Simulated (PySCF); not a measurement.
SMILES c1ccc(cc1)CCC#C at its GFN2-xTB optimised geometry (Å):

```
20

C     -3.1121    -4.5854     1.6046
C     -2.4923    -3.5621     1.5802
C     -1.7469    -2.3236     1.5084
C     -1.4776    -1.9221     0.0466
C     -0.7126    -0.6313     0.0000
C     -1.3813     0.5863     0.0062
C     -0.6782     1.7776     0.0066
C      0.7062     1.7666     0.0041
C      1.3822     0.5586     0.0000
C      0.6765    -0.6313     0.0000
H     -3.6535    -5.4828     1.6446
H     -2.3145    -1.5322     2.0068
H     -0.7962    -2.4435     2.0363
H     -2.4321    -1.8155    -0.4733
H     -0.9097    -2.7172    -0.4409
H     -2.4625     0.6001     0.0055
H     -1.2114     2.7172     0.0081
H      1.2560     2.6961     0.0035
H      2.4625     0.5434    -0.0037
H      1.2089    -1.5724    -0.0052
```

Level of theory: B3LYP/def2-SVP in PySCF 2.14.0. Cells within 0.4 Å of a nucleus heavier than hydrogen are left out (blank, or x).

Map of the log10 of the electron density (e/bohr³), floored at −4 on the plane z = 0.0 Å:

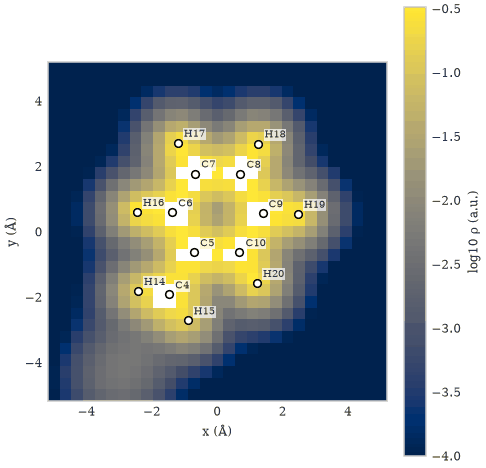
Fig. 1. Log10 of the electron density (e/bohr³), floored at −4 on the plane z = 0.0 Å.
